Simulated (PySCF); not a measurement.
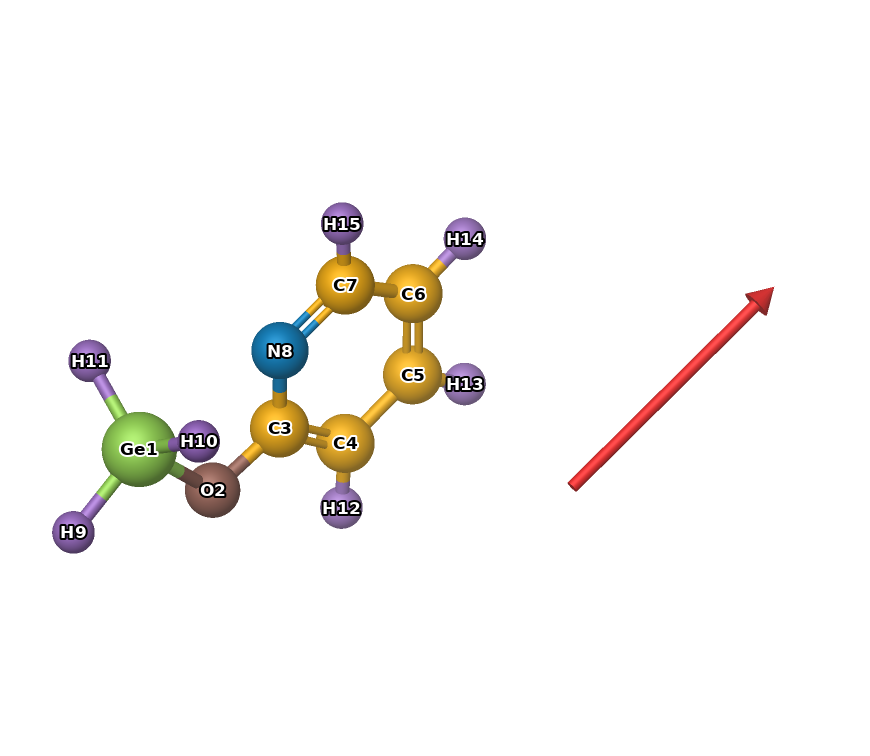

The arrow beside the molecule shows the direction of the dipole moment, from the negative to the positive end (its length means nothing). The geometry was computed by an optimisation with GFN2-xTB. No frequency run is at hand to confirm it as a minimum. Method: PBE0/pcSseg-1, gas phase (PySCF 2.14.0).

**How large is the dipole moment?**

1.52 D; it points from the side of H9 to the side of H14 (the outermost atoms at the two ends).

The geometry is semi-empirical. Around Ge such bond lengths and angles can be off by a tenth of an ångström or more and by several degrees, and values that hang on the shape move with them.
